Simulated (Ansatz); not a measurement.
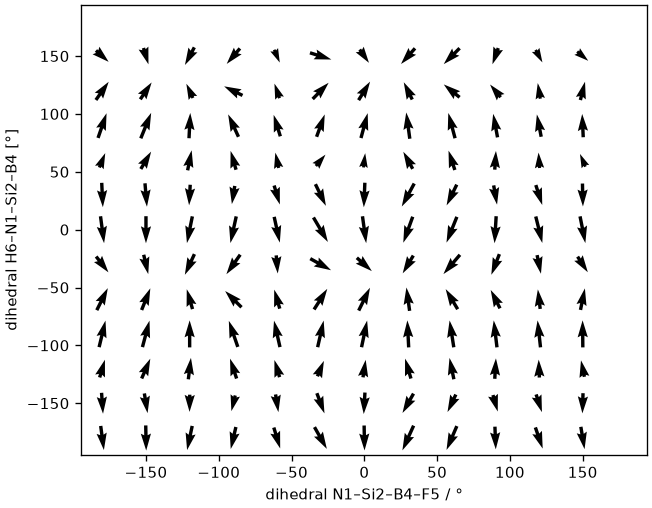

BClFH4NSi, SMILES N[SiH](Cl)BF. 
- The first coordinate is: dihedral N1–Si2–B4–F5; the second: dihedral H6–N1–Si2–B4.
- Nothing is relaxed (all other coordinates rigid).
- The scan uses a 12 × 12 grid.
- The calculation used RKS PBE0-D4/def2-SVP in Ansatz.

In the figure: arrows along the force (downhill), their lengths compressed.

> The arrows alone are given. Where are the wells?

The arrows converge at about dihedral N1–Si2–B4–F5 = 20°, dihedral H6–N1–Si2–B4 = −40°; about dihedral N1–Si2–B4–F5 = −135°, dihedral H6–N1–Si2–B4 = −45° (0.5 kcal/mol up); about dihedral N1–Si2–B4–F5 = 10°, dihedral H6–N1–Si2–B4 = 140° (2.0 kcal/mol up); about dihedral N1–Si2–B4–F5 = −135°, dihedral H6–N1–Si2–B4 = 135° (2.5 kcal/mol up) (read from the interpolated surface).

The energy map of the same scan:

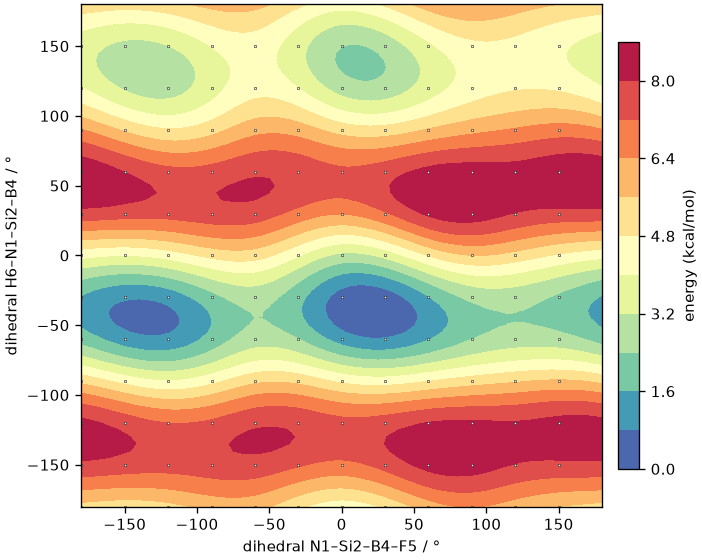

Energies are in kcal/mol, from the relaxed molecule at the same level; between grid points the surface is interpolated.
